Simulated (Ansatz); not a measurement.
## Electronic structure of C2H6FSi (doublet) in real space

| atom | x (Å) | y (Å) | z (Å) |
| --- | --- | --- | --- |
| C | -0.6611 | -1.8825 | -0.9392 |
| C | -1.1034 | 0.4141 | -2.9365 |
| F | -1.1332 | 0.8083 | -0.1246 |
| Si | -1.5450 | -0.2867 | -1.2555 |
| H | -1.0561 | -2.6598 | -0.2871 |
| H | 0.3206 | -2.1067 | -1.3545 |
| H | -3.0114 | -0.5025 | -1.1221 |
| H | -0.0205 | 0.5532 | -3.0364 |
| H | -1.5821 | 1.3861 | -3.1007 |
| H | -1.4307 | -0.2610 | -3.7365 |

Geometry: B3LYP/6-31G*.

All numbers below come from isolated molecule in a Gaussian basis; Kohn-Sham density functional theory, functional PBE0 (Ansatz 0.2.0).

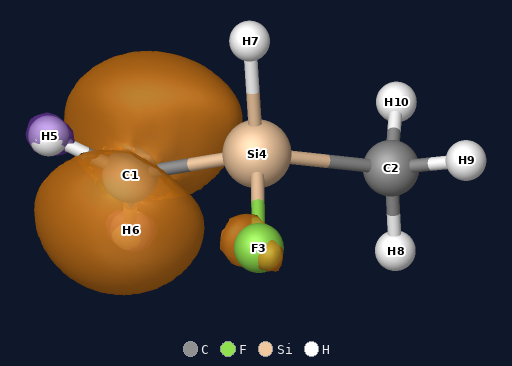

Figure 1. Isosurfaces of the spin density (α minus β) at +0.03 (orange) and −0.03 e/Å³ (purple), seen from one side.

### Where is the unpaired spin?

The unpaired spin (1 electron) lies mostly on C1 (about 0.8) and Si4 (about 0.1), in electrons by Hirshfeld's partition.

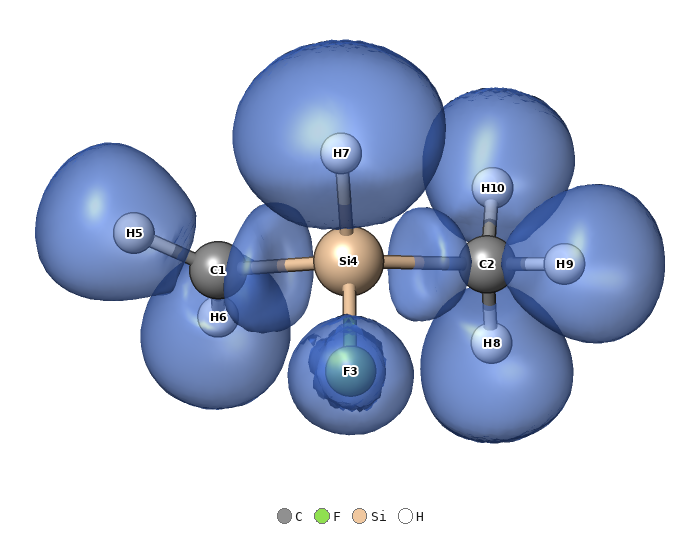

Figure 2. Isosurface of the ELF at 0.8 (blue), seen from one side. Core shells and regions of very low density are left out.

### Identify the bonds, lone pairs and shells in this picture.

The ELF exceeds this value in two regions between bonded C–Si atoms (shared pairs), six regions around hydrogen nuclei and one region wrapped around F (its lone pairs, merged into a ring or cap).


Si–F (1.63 Å): the ELF peaks at about 0.85 in the valence shell of F, 0.6 Å from its nucleus, and is about 0.55 at the midpoint. C–Si (1.85 Å): the ELF peaks at about 0.95 between the atoms (a shared electron pair).

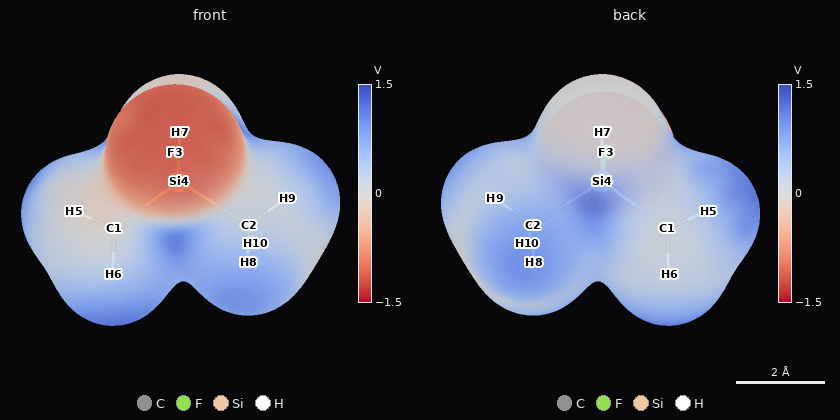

Figure 3. The electrostatic potential painted on the density surface at 0.002 e/bohr³, seen from the front and from behind; the colour scale runs from red (negative) to blue (positive).

### Describe the electrostatic potential map.

The most negative region (about −1.2 V, or −28 kcal/mol for a unit charge) lies over F3, the most positive (about +1.1 V, or +25 kcal/mol for a unit charge) over Si4, H5 and H6.

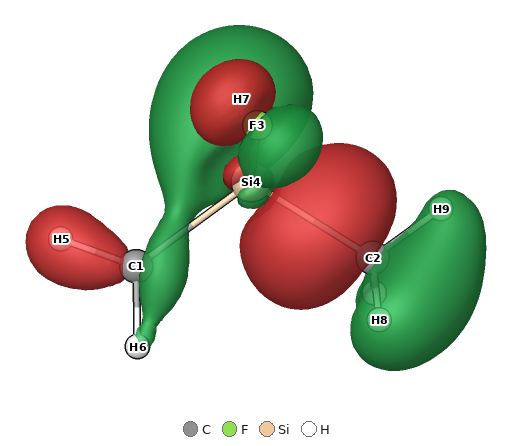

Figure 4. One frontier orbital at ±0.1 Å⁻³ᐟ² (green and red are the two phases), seen across its widest extent.

### Which orbital is it: HOMO (β) or LUMO (β)?

The HOMO (β), at −9.01 eV. Its weight (Hirshfeld) is mainly on C2 (about 35 %), Si4 (about 25 %), H7 (about 15 %) and F3 (about 10 %).
